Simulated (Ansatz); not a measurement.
# SiH₅ (doublet): one geometry, many settings at distance Si1–H5 along a hydrogen transfer = 1.742 Å

What do other methods and options give for SiH₅ (doublet) at this geometry, and how long do they take?

Method: the settings change from run to run; program: Ansatz 0.2.0, Gaussian basis.

10 further runs of the same task are left out: 1 for a mislabelled method, 8 that didn't finish, 1 set aside as unsound or not needed.

### Step 1. The geometry

The geometry derives from fragments relaxed apart (PBE0/def2-TZVP) and kept rigid, so it is no stationary point. A hydrogen atom is moved between rigid fragments.

6 atoms, charge 0, spin multiplicity 2.

Atoms are counted from 1 here; the program's logs count them from 0.

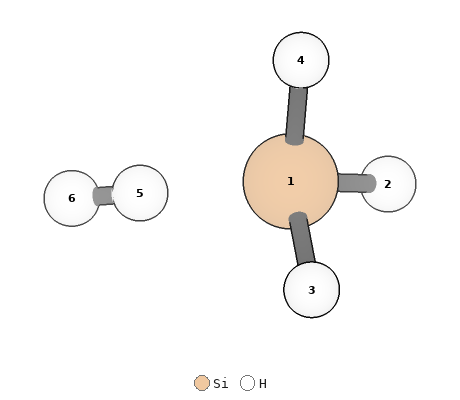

The structure; silicon light orange, hydrogen white; atoms are numbered from 1 in the order of the file.

### Step 2. MP2 on ROHF/def2-mTZVP

Contents of in.yaml:

```yaml
crystal:
  periodic: [false, false, false]
  atoms:
    - {symbol: Si, position_ang: [-0.084815, 0.000000, 0.000000]}
    - {symbol: H, position_ang: [-0.579687, 1.399708, 0.000000]}
    - {symbol: H, position_ang: [-0.579687, -0.699854, 1.212183]}
    - {symbol: H, position_ang: [-0.579687, -0.699854, -1.212183]}
    - {symbol: H, position_ang: [1.657185, 0.000000, 0.000000]}
    - {symbol: H, position_ang: [2.445185, 0.000000, 0.000000]}
basis:
  gaussian: {orbitals: def2-mTZVP}
magnetization: {spin_polarized: false, initial_magnetization: 1}
correlation: {method: mp2, electrons: all}
```

Started as:

```
$ ansatz run in.yaml --threads 1 --pin off --events-out ev --progress --plain --max-ram 2393MiB
```

Standard output:

```text
Functional definition: HF
  name "HF"
  cite "Fock, Z. Phys. 61, 126 (1930) doi:10.1007/BF01340294"
  parent pbe
  exchange = exact_x
  correlation = 0
366 factors; integrals over basis functions are off by at most 9.9e-4 eV
mean field evaluation 1: about -7937.1109 eV, gradient 9.8e0 eV
mean field evaluation 2: about -7937.1101 eV, gradient 9.8e0 eV
mean field evaluation 4: about -7937.8170 eV, gradient 4.1e-1 eV
mean field evaluation 8: about -7937.8187 eV, gradient 1.9e-4 eV
mean field -7937.81869588 eV, -291.7094566268 hartree, gradient 1.6e-6 eV, S^2 0.750000; 0 other end points of the search recorded, 0 dependent functions left out
mean field evaluation 16: about -7937.9691 eV, gradient 3.0e-1 eV
reference -7937.81869588 eV, -291.7094566268 hartree; 10, 9 occupied and 27, 28 virtual orbitals, 366 factors
second order -3.45250177 eV of doubles, -0.07643211 eV of singles
Total energy: -7941.34762976 eV, -291.8391425551 hartree
```

Run time: 0.21 s. Hardware: 1 thread of Intel Xeon Platinum 8488C, shared host.

### Step 3. CCSDT(Q)/B on ROHF/STO-3G

Edit in.yaml of step 2 so:

```diff
@@ -10,4 +10,5 @@
 basis:
-  gaussian: {orbitals: def2-mTZVP}
+  gaussian: {orbitals: STO-3G}
 magnetization: {spin_polarized: false, initial_magnetization: 1}
-correlation: {method: mp2, electrons: all}
+hamiltonian: {pseudopotentials: {relativity: none}}
+correlation: {method: ccsdt_q_b, electrons: valence}
```

Launched as before.

Standard output, cut to the lines that bear on the results:

```text
Functional definition: HF
  name "HF"
  cite "Fock, Z. Phys. 61, 126 (1930) doi:10.1007/BF01340294"
  parent pbe
[...]
220 factors; integrals over basis functions are off by at most 2.8e-8 eV
[...]
mean field -7846.59311910 eV, -288.3569785152 hartree, gradient 9.2e-6 eV, S^2 0.750000; 0 other end points of the search recorded, 0 dependent functions left out
[...]
5 core orbitals not correlated: weight in the atoms' cores, before any rotation towards them, 1.000 or more for the frozen orbitals, at most 0.000 for the correlated occupied ones
reference -7846.59311910 eV, -288.3569785152 hartree; 5, 4 occupied and 4, 5 virtual orbitals, 220 factors
second order -1.35401176 eV of doubles, -0.04898297 eV of singles
cycle   1  -1.88048064 eV  change   -4.7e-1 eV  update   5.8e-2
[...]
cycle  11  -2.17394198 eV  change   -5.8e-7 eV  update   5.6e-7
perturbative correction -0.00028610 eV, -0.0000105139 hartree
Total energy: -7848.76734718 eV, -288.4368799232 hartree
```

It took 1.6 s on 1 thread of Intel Xeon Platinum 8488C, shared host.

From the report: correlation -2.1742 eV; T1 0.015; largest double amplitude 0.07.

### Step 4. NEVPT2(1,4)/cc-pVDZ

Edit in.yaml of step 3 so:

```diff
@@ -10,5 +10,5 @@
 basis:
-  gaussian: {orbitals: STO-3G}
+  gaussian: {orbitals: cc-pVDZ}
 magnetization: {spin_polarized: false, initial_magnetization: 1}
-hamiltonian: {pseudopotentials: {relativity: none}}
-correlation: {method: ccsdt_q_b, electrons: valence}
+correlation: {method: sc_nevpt2, electrons: outside_noble_gas, active_space: {window: {electrons: 1, orbitals: 4}}}
+accuracy: high
```

Same command.

Standard output:

```text
Functional definition: HF
  name "HF"
  cite "Fock, Z. Phys. 61, 126 (1930) doi:10.1007/BF01340294"
  parent pbe
  exchange = exact_x
  correlation = 0
945 factors; integrals over basis functions are off by at most 3.9e-9 eV
mean field evaluation 1: about -7937.1967 eV, gradient 9.6e0 eV
mean field evaluation 2: about -7937.2035 eV, gradient 9.6e0 eV
mean field evaluation 4: about -7937.8484 eV, gradient 4.5e-1 eV
mean field evaluation 8: about -7937.8505 eV, gradient 4.3e-4 eV
mean field -7937.85046477 eV, -291.7106241118 hartree, gradient 2.8e-8 eV, S^2 0.750000; 0 other end points of the search recorded, 0 dependent functions left out
reference -7937.85046477 eV, -291.7106241118 hartree; 10, 9 occupied and 33, 34 virtual orbitals, 945 factors
state -7937.85046477 eV, -291.7106241118 hartree
state -7937.85046477 eV, -291.7106241118 hartree; corrected -7941.51488851 eV, -291.8452892005 hartree
WARN: 3 active orbitals are nearly empty or full. The corrections depend on them more than the energy does, and are more stable in an active space without them
Total energy: -7941.51488851 eV, -291.8452892005 hartree
```

Wall time 1.2 s (1 thread of Intel Xeon Platinum 8488C, shared host).

From the report: 3 determinants; active occupations 1.00, 0.00, 0.00, 0.00. The report marks this result as in doubt.

### Step 5. CCSD(T) on UHF/cc-pVDZ

Edit in.yaml of step 4 so:

```diff
@@ -11,4 +11,5 @@
   gaussian: {orbitals: cc-pVDZ}
-magnetization: {spin_polarized: false, initial_magnetization: 1}
-correlation: {method: sc_nevpt2, electrons: outside_noble_gas, active_space: {window: {electrons: 1, orbitals: 4}}}
-accuracy: high
+magnetization: {spin_polarized: true, initial_magnetization: 1}
+correlation: {method: ccsd_t, electrons: valence}
+scf: {lower_state_search: full}
+output: {forces: true}
```

Same command.

Standard output, cut to the lines that bear on the results:

```text
Functional definition: HF
  name "HF"
  cite "Fock, Z. Phys. 61, 126 (1930) doi:10.1007/BF01340294"
  parent pbe
[...]
395 factors; integrals over basis functions are off by at most 1.4e-3 eV
[...]
mean field -7937.99509577 eV, -291.7159392031 hartree, gradient 1.2e-6 eV, S^2 0.768097; 3 other end points of the search recorded, 0 dependent functions left out
5 core orbitals not correlated: weight in the atoms' cores, before any rotation towards them, 1.000 or more for the frozen orbitals, at most 0.000 for the correlated occupied ones
reference -7937.99509577 eV, -291.7159392031 hartree; 5, 4 occupied and 33, 34 virtual orbitals, 395 factors
second order -3.48857743 eV of doubles, -0.00000000 eV of singles
cycle   1  -4.17706534 eV  change   -6.9e-1 eV  update   6.0e-2
[...]
cycle  10  -4.44604547 eV  change   -2.8e-6 eV  update   2.0e-6
perturbative correction -0.08002488 eV, -0.0029408602 hartree
[...]
Total energy: -7942.52116612 eV, -291.8822692206 hartree
Atom 0 at    -0.084815     0.000000     0.000000 Å, force    -1.689348    -0.000004     0.000000 eV/Å
Atom 1 at    -0.579687     1.399708     0.000000 Å, force    -0.012850     0.198830    -0.000000 eV/Å
Atom 2 at    -0.579687    -0.699854     1.212183 Å, force    -0.012848    -0.099413     0.172187 eV/Å
Atom 3 at    -0.579687    -0.699854    -1.212183 Å, force    -0.012848    -0.099413    -0.172187 eV/Å
Atom 4 at     1.657185     0.000000     0.000000 Å, force    -0.137905     0.000000     0.000000 eV/Å
Atom 5 at     2.445185     0.000000     0.000000 Å, force     1.865799     0.000000    -0.000000 eV/Å
Dipole moment:     0.054753     0.000000    -0.000000 e Å
```

Run time: 1.9 s. Hardware: 1 thread of Intel Xeon Platinum 8488C, shared host.

From the report: ⟨S²⟩ of the determinant 0.768 (pure doublet: 0.75); correlation -4.5261 eV; T1 0.014; largest double amplitude 0.03.

### Step 6. The runs in one table

Where basis and cores are those of an earlier UCCSDT(Q)/cc-pVDZ run (-7942.5438 eV), and the state is the same kind, the miss against it is given. † marks a result that the program doubts.

```csv
level,correlated,functions,energy (eV),from UCCSDT(Q) (meV),time
MP2 on ROHF/def2-mTZVP,all,37,-7941.3476,,0.21 s
CCSDT(Q)/B on ROHF/STO-3G,valence,14,-7848.7673,,1.6 s
"NEVPT2(1,4)/cc-pVDZ †",outside noble gas,43,-7941.5149,1028.9,1.2 s
CCSD(T) on UHF/cc-pVDZ,valence,43,-7942.5212,22.7,1.9 s
```

### Step 7. What came out

| quantity | value |
| --- | --- |
| runs | 4 |
| quickest | MP2 on ROHF/def2-mTZVP, 0.21 s |
| slowest | CCSD(T) on UHF/cc-pVDZ, 1.9 s |

In words: Total energies in different bases, with other cores or another treatment of relativity can't be set against each other. CCSD(T) on UHF/cc-pVDZ took 9 times as long as MP2 on ROHF/def2-mTZVP; the jobs differ in more than the method. Among the correlated runs with a miss given, it spans +23 to +1029 meV.
